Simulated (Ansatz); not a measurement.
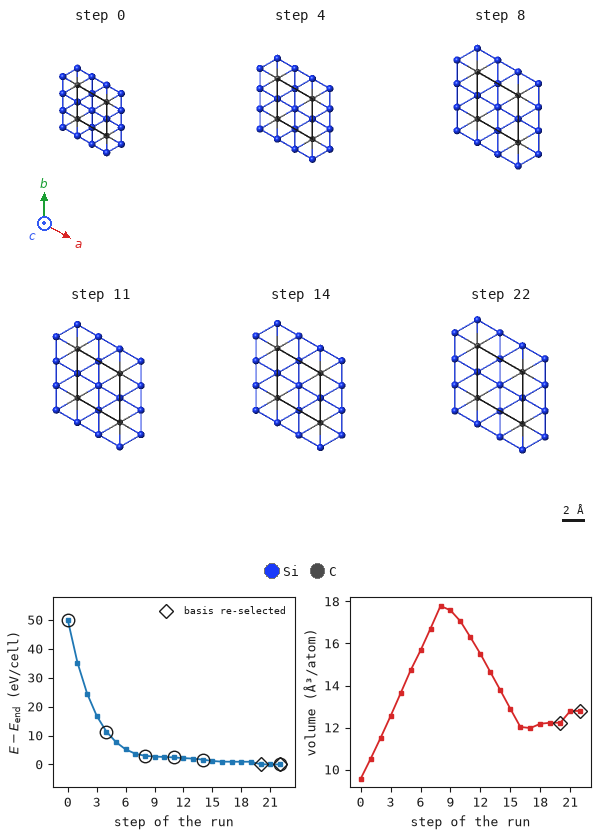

Frames of a relaxation of crystalline Si3C (a generated structure, set up in P6/mmm) (coarse preliminary run), marked on the history of the run. A ball-and-stick model of the cell of the calculation, seen along the c axis.

Theory: DFT PBE, scalar-relativistic, plane waves, PAW (Ansatz 0.2.0). Settings: plane-wave cutoff 420 eV; k-point mesh 6 × 6 × 4; occupations gaussian; smearing width 0.1 eV; no spin polarisation; cell and atoms relaxed; force threshold 0.04 eV/Å; at most 70 steps.

> Describe the path.

After 20 accepted moves (22 points after the start) the energy has fallen by 49.849 eV per cell of the calculation. All forces vanish by symmetry, so only the cell relaxes. Pressure: 483.98 GPa at the start and 0.15 GPa at the end. At 2 points the geometry stayed and the basis and grid were re-selected for the new cell (energy shift of 0.863 eV per cell of the calculation at most each time). The atoms keep their places relative to the cell (all moves are under 0.005 Å). Cell: a = b 3.153 → 4.861 Å (+54.1 %), c 4.443 → 2.501 Å (−43.7 %). Volume +33.8 %. Near-neighbour distances that change, for instance: Si–Si 4.443 → 2.501 Å, Si–Si 2.731 → 4.209 Å, C–Si 1.577 → 2.430 Å, Si–Si 1.577 → 2.430 Å. The space group stays P6/mmm (No. 191). From step 0 to 4: volume +42.5 %, energy −38.495 eV per cell of the calculation. From step 4 to 8: volume +30.5 %, energy −8.383 eV per cell of the calculation. From step 8 to 11: volume −8.4 %, energy −0.558 eV per cell of the calculation. From step 11 to 14: volume −15.5 %, energy −0.753 eV per cell of the calculation. From step 14 to 22: volume −7.1 %, energy −1.660 eV per cell of the calculation.

| step | E − E(0), meV/atom | pressure, GPa | volume, Å³/atom | note |
| --- | --- | --- | --- | --- |
| 0 | 0.00 | 483.98 | 9.564 |  |
| 1 | -3665.14 | 341.22 | 10.516 |  |
| 2 | -6335.05 | 236.22 | 11.512 |  |
| 3 | -8271.67 | 161.12 | 12.550 |  |
| 4 | -9623.66 | 106.91 | 13.628 |  |
| 5 | -10535.33 | 70.13 | 14.719 |  |
| 6 | -11163.90 | 41.97 | 15.670 |  |
| 7 | -11534.03 | 22.92 | 16.713 |  |
| 8 | -11719.32 | 7.86 | 17.786 |  |
| 9 | -11783.92 | 2.89 | 17.578 |  |
| 10 | -11815.97 | 0.23 | 17.055 |  |
| 11 | -11858.82 | -0.68 | 16.293 |  |
| 12 | -11915.05 | -1.96 | 15.504 |  |
| 13 | -11960.52 | -1.62 | 14.636 |  |
| 14 | -12047.18 | -1.72 | 13.771 |  |
| 15 | -12165.19 | -0.34 | 12.891 |  |
| 16 | -12224.01 | 3.19 | 12.031 |  |
| 17 | -12228.57 | 2.63 | 11.978 |  |
| 18 | -12230.26 | 0.49 | 12.183 |  |
| 19 | -12230.28 | -0.01 | 12.231 |  |
| 20 | -12446.12 | 5.88 | 12.231 | same geometry, new basis |
| 21 | -12461.74 | 0.15 | 12.792 |  |
| 22 | -12462.29 | 0.15 | 12.792 | same geometry, new basis |
